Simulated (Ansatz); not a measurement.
Molecule (SMILES): [H][H] (H2).
Atoms: H1, H2. Bonds: H1-H2.

Basis-set convergence of the highest harmonic wavenumber at B3LYP with Ansatz (an electronic-structure program). Each level at its own minimum, finite differences of forces, unscaled; the reference is a large set that could be run, not a limit. All functions are spherical. The program fits the integrals of some runs and decomposes those of others, by size. No added dispersion term, no relativity. Reference: the value in aug-cc-pV5Z, 4416 cm⁻¹. Deviations are taken from unrounded values.

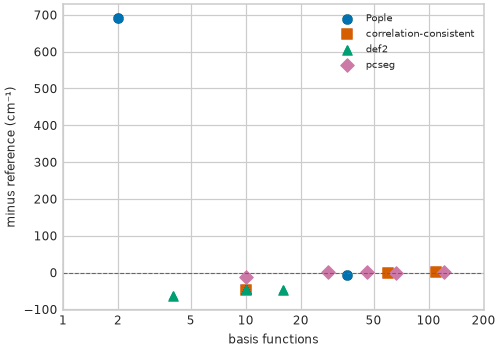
Figure: Deviation from the reference against the number of basis functions, by family of sets.

```json
[
 {"basis": "STO-3G", "functions": "2", "highest harmonic wavenumber (cm⁻¹)": "5108", "minus reference (cm⁻¹)": "692"},
 {"basis": "def2-SV(P)", "functions": "4", "highest harmonic wavenumber (cm⁻¹)": "4353", "minus reference (cm⁻¹)": "-64"},
 {"basis": "cc-pVDZ", "functions": "10", "highest harmonic wavenumber (cm⁻¹)": "4368", "minus reference (cm⁻¹)": "-48"},
 {"basis": "def2-SVP", "functions": "10", "highest harmonic wavenumber (cm⁻¹)": "4371", "minus reference (cm⁻¹)": "-45"},
 {"basis": "pcseg-1", "functions": "10", "highest harmonic wavenumber (cm⁻¹)": "4403", "minus reference (cm⁻¹)": "-13"},
 {"basis": "def2-SVPD", "functions": "16", "highest harmonic wavenumber (cm⁻¹)": "4368", "minus reference (cm⁻¹)": "-49"},
 {"basis": "pcseg-2", "functions": "28", "highest harmonic wavenumber (cm⁻¹)": "4417", "minus reference (cm⁻¹)": "1"},
 {"basis": "6-311++G(3df,3pd)", "functions": "36", "highest harmonic wavenumber (cm⁻¹)": "4410", "minus reference (cm⁻¹)": "-6"},
 {"basis": "aug-pcseg-2", "functions": "46", "highest harmonic wavenumber (cm⁻¹)": "4418", "minus reference (cm⁻¹)": "2"},
 {"basis": "cc-pVQZ", "functions": "60", "highest harmonic wavenumber (cm⁻¹)": "4415", "minus reference (cm⁻¹)": "-1"},
 {"basis": "pcseg-3", "functions": "66", "highest harmonic wavenumber (cm⁻¹)": "4415", "minus reference (cm⁻¹)": "-1"},
 {"basis": "cc-pV5Z", "functions": "110", "highest harmonic wavenumber (cm⁻¹)": "4416", "minus reference (cm⁻¹)": "0"},
 {"basis": "pcseg-4", "functions": "122", "highest harmonic wavenumber (cm⁻¹)": "4416", "minus reference (cm⁻¹)": "0"}
]
```
